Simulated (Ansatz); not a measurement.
# Calculations on BN$_{2}$H$_{6}$SCl

## 1. Relaxation

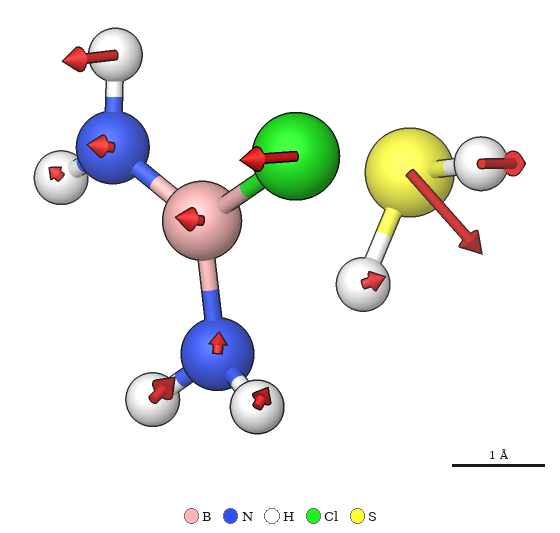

This is a relaxation of BN2H6SCl. The starting structure is drawn; red arrows show the displacements, at their true length. The two geometries are superimposed by the best rigid fit.

Style: ball-and-stick. Shown from a free direction.

The run prepares an end point of a later path (reaction) calculation, from a guessed geometry.

These are results of RKS B3LYP/6-31G* in Ansatz 0.2.0, not measurements.

Input file:
```yaml
crystal:
  periodic: [false, false, false]
  atoms:
    - { symbol: B, position_ang: [0.031156, -0.187824, 0.170094] }
    - { symbol: "N", position_ang: [0.016488, -0.351715, 1.650858] }
    - { symbol: H, position_ang: [-0.775354, -0.815978, 2.077283] }
    - { symbol: H, position_ang: [0.882446, -0.525803, 2.144964] }
    - { symbol: "N", position_ang: [1.204633, -0.036324, -0.585046] }
    - { symbol: H, position_ang: [2.108501, 0.107643, -0.157796] }
    - { symbol: H, position_ang: [1.167923, 0.245611, -1.55457] }
    - { symbol: Cl, position_ang: [-1.553025, -0.3506, -0.679076] }
    - { symbol: S, position_ang: [-0.505405, 2.845833, 0.620407] }
    - { symbol: H, position_ang: [-1.78485, 2.507486, 0.363888] }
    - { symbol: H, position_ang: [-0.371712, 1.871868, 1.585895] }
basis:
  gaussian: { orbitals: "6-31G*" }
hamiltonian:
  xc: b3lyp
relax:
  f_tol: 0.03
  max_steps: 50
```

Command:
```bash
ansatz run input.yaml --threads 2 --pin off --max-ram 3072MiB --backend cpu --events-out ev --progress --plain --runs-dir out
```

### Which element moves most?

Sulfur: up to 1.25 Å, against 0.83 Å for hydrogen.

### Describe the change and its energy.

After 15 accepted moves (16 points after the start) the energy has fallen by 7.30 kcal/mol. The largest force component goes from 1.8 to 0.019 eV/Å. The line search rejected the trial step at point 8 of the run. S9 moves most after the best rigid fit: 1.25 Å. Largest moves by element: S 1.25 Å, H 0.83 Å, Cl 0.76 Å, B 0.37 Å, N 0.34 Å. Among the contacts that change: B1–N2 1.490 → 1.421 Å, S9–H11 1.378 → 1.358 Å. The run took 43 s on 2 threads of AMD EPYC 7B13 (Zen 3), with other jobs on the host, peak memory 0.23 GiB.

Limits of the set-up: the start holds two separate molecules, 2.3 Å apart at their closest, whose relative position is a soft coordinate and is computed without a dispersion correction.

## 2. Relaxation

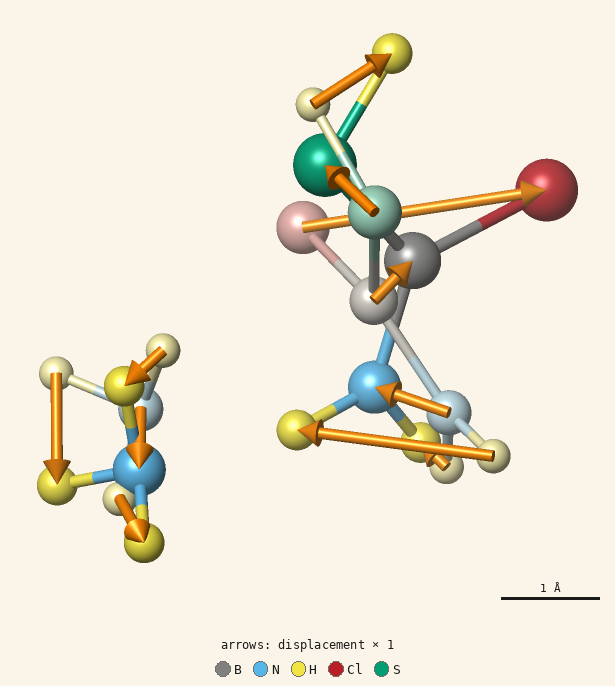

This is a relaxation of BN2H6SCl. The starting structure is drawn faded, the final one solid; orange arrows show the displacements, at their true length. The two geometries are superimposed by the best rigid fit.

A ball-and-stick model, seen at a tilt.

The run prepares an end point of a later path (reaction) calculation, from a guessed geometry.

The calculation used RKS B3LYP/6-31G* in Ansatz 0.2.0. Settings: no spin polarisation; force threshold 0.03 eV/Å; at most 50 steps.

What did the optimiser do to the structure, and how much energy did it gain?

The Cl atom moves most after the best rigid fit: 2.57 Å. Largest moves by element: Cl 2.57 Å, H 2.12 Å, S 0.87 Å, N 0.85 Å, B 0.59 Å. Some distances before and after: B–S 1.878 → 1.846 Å, H–N 1.010 → 1.029 Å, H–N 1.037 → 1.020 Å, B–N 1.396 → 1.385 Å. The energy falls by 42.5 kJ/mol in 28 accepted moves (31 points after the start). Largest force component: 0.74 eV/Å at the start, 0.012 eV/Å at the end. The line search rejected the trial steps at points 8, 10, 26 of the run. The forces were under the threshold at step 9, but the run went on from there.

Limits of the set-up: the start holds two separate molecules, 2.6 Å apart at their closest, whose relative position is a soft coordinate and is computed without a dispersion correction.

## 3. Path

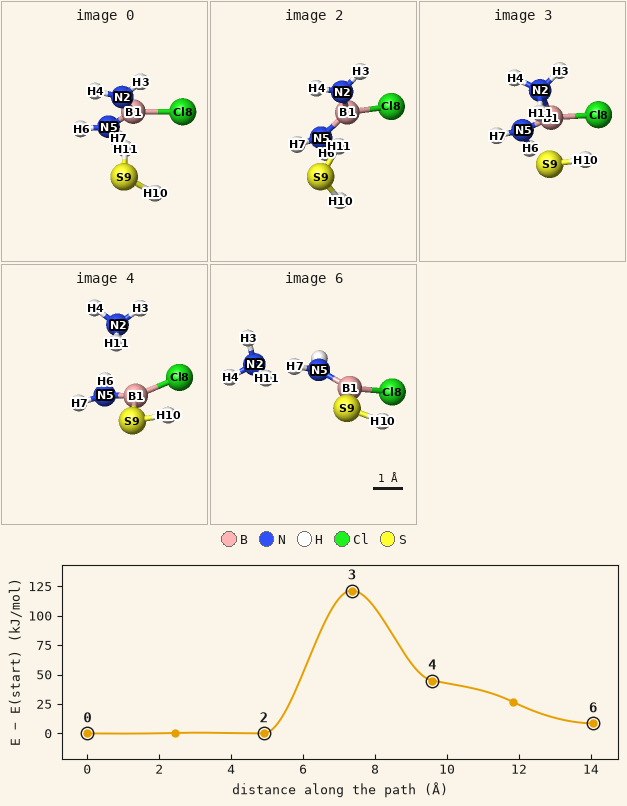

A search for the minimum-energy path of BN₂H₆SCl, made up at the start of BN$_{2}$H$_{4}$Cl and H₂S by the nudged elastic band. Images are numbered from 0 (start) to 6 (end). The picture is a ball-and-stick view, seen from a free direction.

Computed with RKS B3LYP/6-31G* in Ansatz. Set-up: 5 movable images; climbing image; force threshold 0.05 eV/Å; iteration limit 60; starting path through a guess of the saddle point.

What happens along the path, and what is the barrier?

Breaking: B1–N2 (1.42 → 1.55 at the top → 3.77 Å), S9–H11 (1.36 → 1.87 at the top → 3.12 Å). Forming: B1–S9 (4.29 → 2.75 at the top → 1.85 Å), N2–H11 (2.32 → 1.15 at the top → 1.02 Å). The highest point, image 3, lies 121.5 kJ/mol above the start and 113.0 kJ/mol above the end; the end is at +8.5 kJ/mol relative to the start. The band converged in 38 iterations, with a climbing image at the top.

Limits of the set-up: the start holds two separate molecules, 2.3 Å apart at their closest, whose relative position is a soft coordinate and is computed without a dispersion correction.
